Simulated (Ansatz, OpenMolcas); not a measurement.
# C2H5BO (SMILES B1CCO1): methods side by side

C2H5BO has 9 atoms, charge 0, and is taken as a singlet. SMILES: `B1CCO1`. The shape is that of a PBE0-D4/def2-TZVP optimisation.

Each level gives the vertical energy of the triplet above the singlet (eV). The values are calculated.

```tsv
level	kind	program	value (eV)	CPU time (all runs)
HF/def2-SVP	Hartree–Fock	Ansatz	6.06	8.3 s
SVWN5/def2-SVP	LDA	OpenMolcas	5.71	72 s
PBE/def2-SVP	GGA	Ansatz	5.64	17 s
revPBE/def2-SVP	GGA	Ansatz	5.65	17 s
r2SCAN/def2-SVP	meta-GGA	Ansatz	5.69	31 s
B3LYP/def2-SVP	global hybrid	Ansatz	5.94	20 s
PBE0/def2-SVP	global hybrid	Ansatz	5.90	22 s
wB97M-V/def2-SVP	range-separated hybrid	Ansatz	6.24	3.5 min
RPA@PBE0/def2-SVP	RPA	Ansatz	6.26	35 s
CCSD/def2-SVP	coupled cluster or CI	Ansatz	6.98	80 s
```

The values span 5.64 to 6.98 eV. A triplet this far above the singlet is often a Rydberg-like or dissociative state; sets without diffuse functions put Rydberg states too high. Times are those of the runs behind each value, whatever else they computed, on shared processors of several kinds: orders of magnitude only.

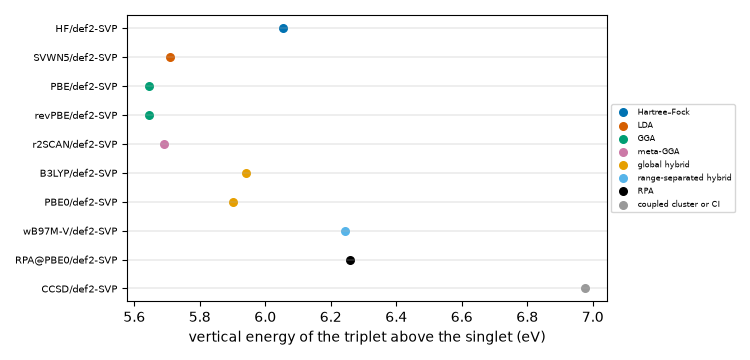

The values of the table, level by level.
